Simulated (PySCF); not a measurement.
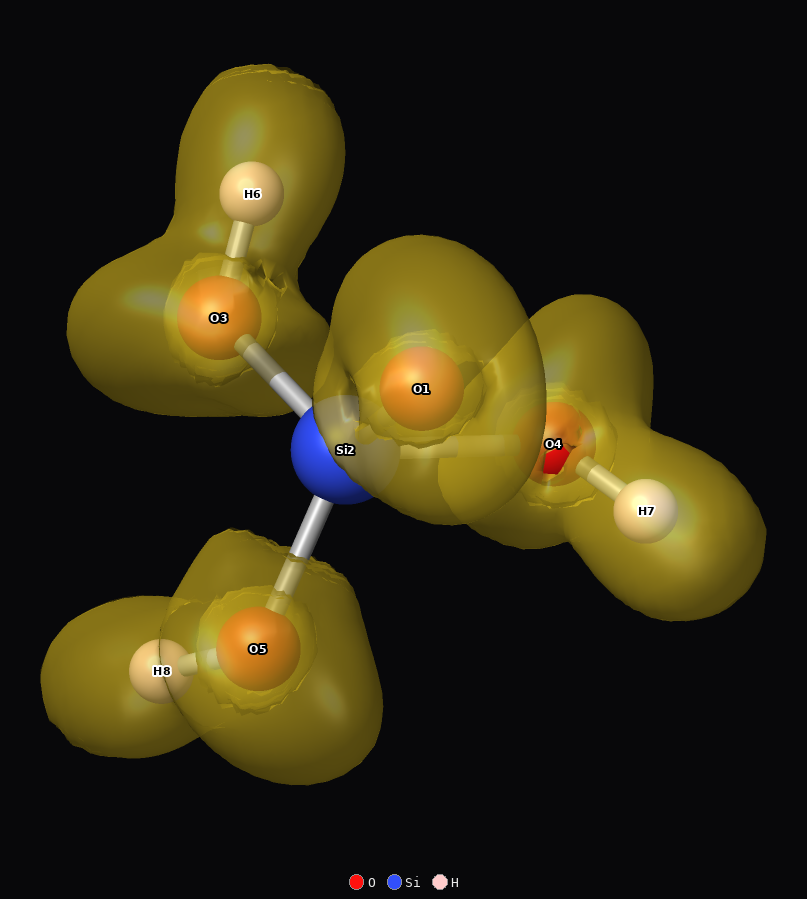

The picture shows: H3O4Si (SMILES [O][Si](O)(O)O) (doublet). Isosurface of the ELF at 0.75 (yellow), seen at a tilt. Core shells and regions of very low density are left out.

Geometry: GFN2-xTB.

Computed with UKS B3LYP, pcH-1 on H O Si, non-relativistic, mean-field spin-orbit, GIAO (PySCF).

```xyz
8

O     0.7733   -0.3423    1.5798
Si   -0.0447   -0.0787    0.2504
O    -0.9084    1.2730    0.0508
O     1.3827    0.0919   -0.6106
O    -0.9383   -1.3049   -0.2941
H    -0.5272    2.1081    0.3076
H     2.0210   -0.6167   -0.5485
H    -1.7493   -1.1209   -0.7600
```

Q: What do the ELF domains correspond to?

A: At this value the surface marks out one region wrapped around O (its lone pairs, merged into a ring or cap) and three joined regions spread over several atoms (H, O), in which their bonds and any lone pairs are merged.

Values along the shortest contacts:
Si–O (1.58 Å): the ELF peaks at about 0.85 between the atoms: a polar covalent bond. O–H (0.95 Å): the ELF climbs to about 1 towards the hydrogen, as it does in any bond to H: a covalent bond by its length.
